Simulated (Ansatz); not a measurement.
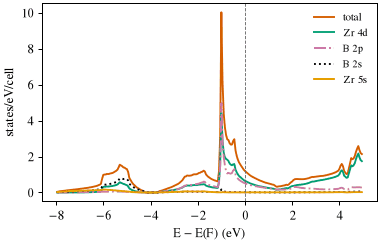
Figure: Total and projected density of states of ZrB (rock salt, Fm-3m), PBE in the plane-wave PAW code Ansatz

**Question.** Which orbitals carry the states next to the Fermi level?

**Answer.** Within 0.5 eV of the Fermi level: Zr 4d 54 %, B 2p 43 %. Projections are on Löwdin-orthogonalised atomic valence shells; empty p or d shells of many metals are not among them.

**Question.** Where is the tallest occupied peak in this window, and what makes it?

**Answer.** Near -1.0 eV, about 10 states/eV per cell; the largest projected share is B 2p.

The workflow started from an entry of the Crystallography Open Database (COD). Its standing as an ambient phase is unchecked. Symmetry was held in the PBE relaxation; whether a distortion lowers the energy is not shown. The run is not spin-polarised. The volume moved by 17 % from the start of the relaxation. Spin–orbit coupling is left out wherever it is not named.

Potentials: the later of the program's two PAW sets.
